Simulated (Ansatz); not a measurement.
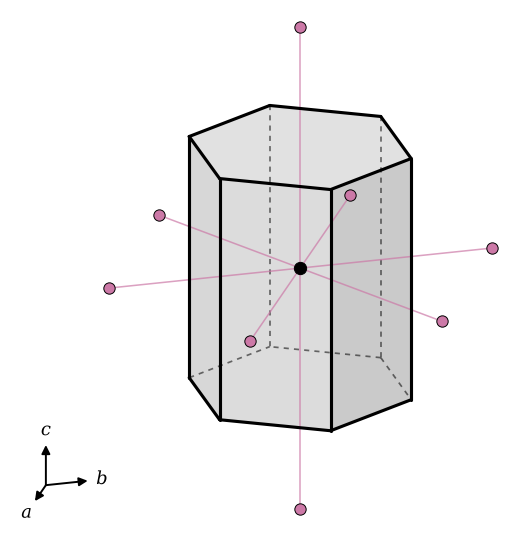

Crystal: RbAl2, the end point of a relaxation with DFT PBE, scalar-relativistic, plane waves, PAW (Ansatz 0.2.0); the starting structure was generated, so it need not be a known form of this composition. The Wigner–Seitz cell of the crystal's lattice, with lines to the lattice points that define its faces. Symmetry computed with spglib at a tolerance of 0.002 Å; standard conventional cell.

a = 4.538 Å, b = 4.538 Å, c = 5.955 Å, α = 90.00°, β = 90.00°, γ = 120.00°; lattice centring P.

### Which of Fedorov's five parallelohedra is it?

A hexagonal prism: 8 faces (6 with 4 edges, 2 with 6 edges), 18 edges, 12 vertices. Its volume is that of the primitive cell, 106.2 Å³.

### Which lattice vectors do the faces bisect?

```
example  length (Å)  faces  edges of each  area (Å²)
  a + b        4.54      6              4       15.6
      c        5.96      2              6       17.8
```
